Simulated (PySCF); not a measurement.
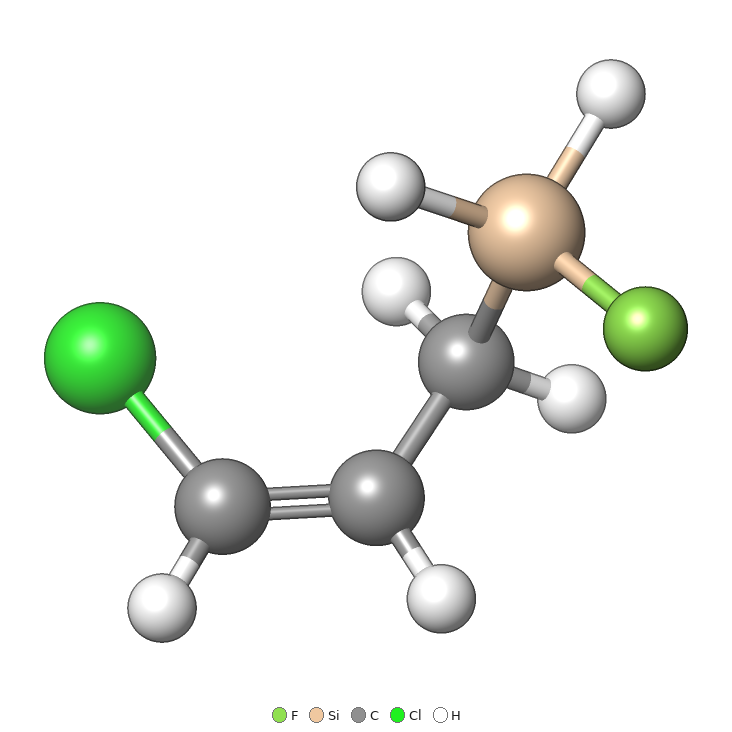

The picture shows a molecular structure as a ball-and-stick model. Double and triple bonds are drawn as two and three sticks.

Which formula does it have?

Answer. C3H6ClFSi, 12 atoms: 3 carbon, 6 hydrogen, 1 chlorine, 1 fluorine and 1 silicon.

What is its SMILES?

Answer. F[SiH2]C/C=C\Cl

The parts below concern this one geometry. Atoms keep their numbers from picture to picture. Computed geometry: PBE0-D3(BJ)/def2-SVP optimisation. No frequency run is at hand to confirm it as a minimum.

### Symmetry

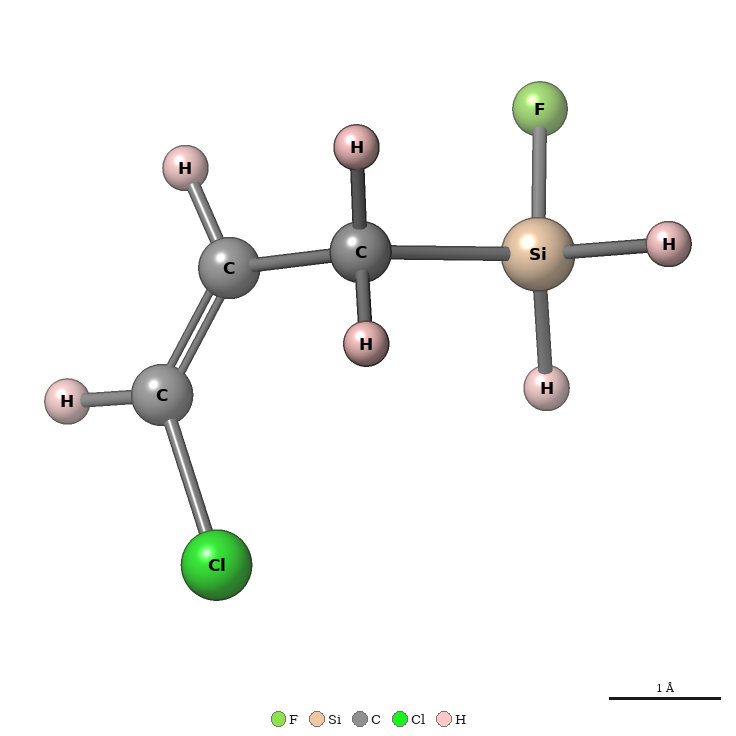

Depth is shown by fading: the farther an atom, the more it takes the colour of the background. No frequency run is at hand to confirm it as a minimum. Masses are those of the most abundant isotopes; constants are for the rigid equilibrium geometry.

What kind of rotor is it, and what are its rotational constants in MHz?

Answer. An asymmetric top (C1): A = 5031, B = 1019, C = 947 MHz. Ray's parameter κ is −0.96, close to the prolate limit.

### Levels of theory compared

No frequency run is at hand to confirm it as a minimum. Program: PySCF 2.14.0.

At this fixed geometry, give dipole (D), HOMO–LUMO gap (eV) at these levels: B3LYP/def2-SVPD; BHandHLYP/def2-SVPD; CAM-B3LYP/def2-SVPD; HF/def2-SVPD; LC-wPBE/def2-SVPD; LDA/def2-SVPD; PBE0/6-31G*; PBE0/cc-pVTZ; PBE0/def2-TZVP; PBE0/def2-TZVPD.

```tsv
level	dipole (D)	HOMO–LUMO gap (eV)
B3LYP/def2-SVPD	1.07	6.37
BHandHLYP/def2-SVPD	1.09	8.78
CAM-B3LYP/def2-SVPD	1.07	9.15
HF/def2-SVPD	1.13	12.18
LC-wPBE/def2-SVPD	1.09	11.61
LDA/def2-SVPD	1.07	4.66
PBE0/6-31G*	1.09	6.99
PBE0/cc-pVTZ	1.05	6.82
PBE0/def2-TZVP	1.06	6.78
PBE0/def2-TZVPD	1.06	6.71
```

### Polarisability

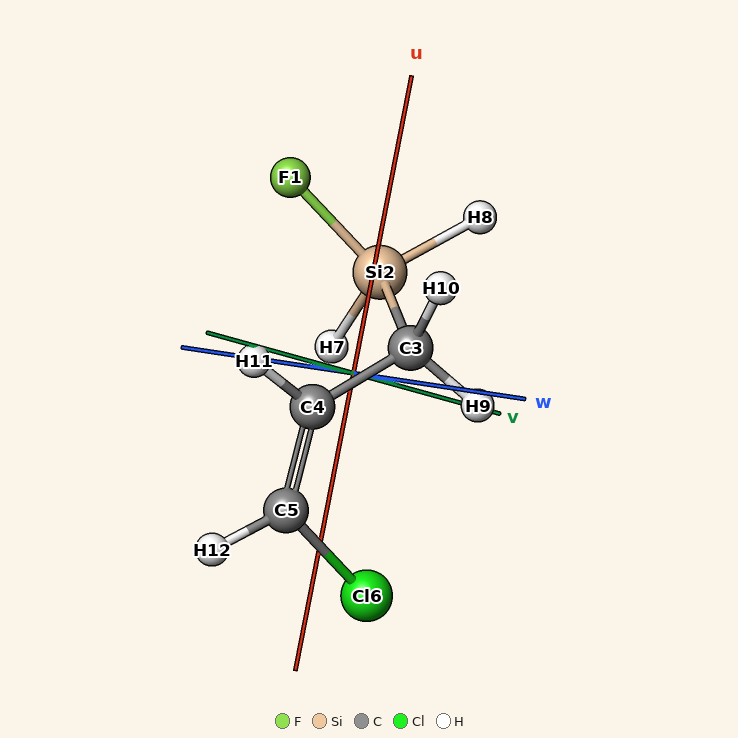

The lines u, v and w are the principal axes of the static dipole polarisability. No frequency run is at hand to confirm it as a minimum. Computed with PBE0/def2-SVPD (PySCF 2.14.0).

Along which axis is the molecule most polarisable, and along which least?

Answer. Most along u, least along w.

Give the three principal values.

Answer. u 94.9, v 73.2, w 62.6 bohr³; mean 76.9, anisotropy 28.6 bohr³.

### Bond orders

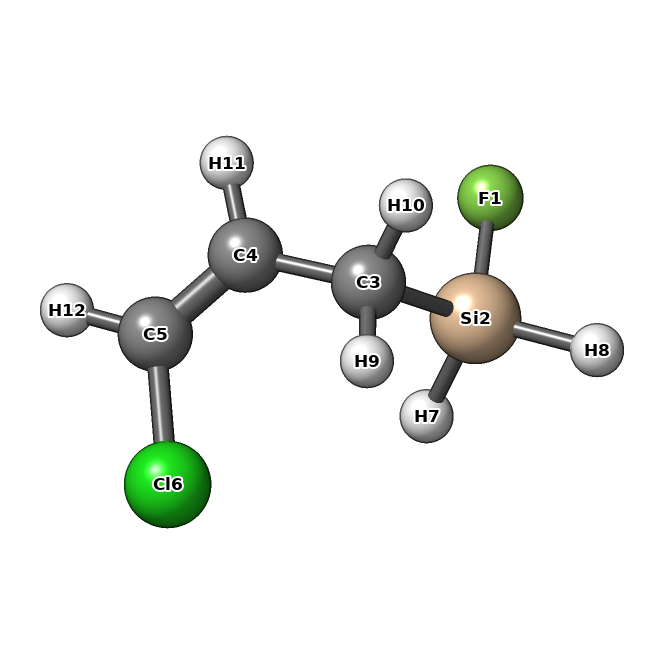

The thickness of each stick grows with its Mayer bond order. No frequency run is at hand to confirm it as a minimum. Method: PBE0/IGLO-III (PySCF 2.14.0).

Which bond has the highest Mayer bond order?

Answer. C4–C5, 1.88, at a length of 1.335 Å.

List the Mayer bond orders of F1–Si2, Si2–C3, Si2–H7, Si2–H8, C3–C4, C3–H9, C3–H10, C4–C5, C4–H11, C5–Cl6, C5–H12.

```json
{"bond": "F1–Si2", "Mayer order": "0.73", "length (Å)": "1.630"}
{"bond": "Si2–C3", "Mayer order": "0.91", "length (Å)": "1.879"}
{"bond": "Si2–H7", "Mayer order": "0.92", "length (Å)": "1.487"}
{"bond": "Si2–H8", "Mayer order": "0.92", "length (Å)": "1.491"}
{"bond": "C3–C4", "Mayer order": "0.99", "length (Å)": "1.489"}
{"bond": "C3–H9", "Mayer order": "0.95", "length (Å)": "1.103"}
{"bond": "C3–H10", "Mayer order": "0.96", "length (Å)": "1.102"}
{"bond": "C4–C5", "Mayer order": "1.88", "length (Å)": "1.335"}
{"bond": "C4–H11", "Mayer order": "0.97", "length (Å)": "1.095"}
{"bond": "C5–Cl6", "Mayer order": "1.25", "length (Å)": "1.730"}
{"bond": "C5–H12", "Mayer order": "0.97", "length (Å)": "1.091"}
```

### NMR shielding

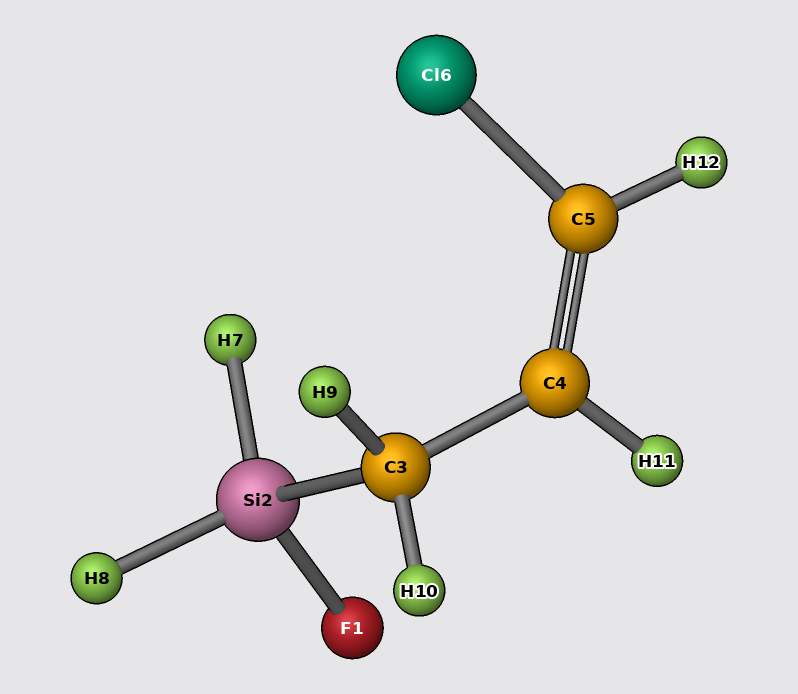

The questions are on isotropic NMR shieldings of the H atoms. No frequency run is at hand to confirm it as a minimum. Method: GIAO PBE0/cc-pVTZ NMR shielding, non-relativistic, gas phase (PySCF 2.14.0).

Which H atom is the most shielded (lowest chemical shift)?

Answer. H10 (29.38 ppm).

Which H atom is the least shielded (highest chemical shift)?

Answer. H12 (25.03 ppm).

How wide is the range of H shifts?

Answer. 4.35 ppm.

List the isotropic NMR shieldings of the H atoms.

| atom | σ (ppm) |
| --- | --- |
| H7 | 26.22 |
| H8 | 25.97 |
| H9 | 28.96 |
| H10 | 29.38 |
| H11 | 25.10 |
| H12 | 25.03 |
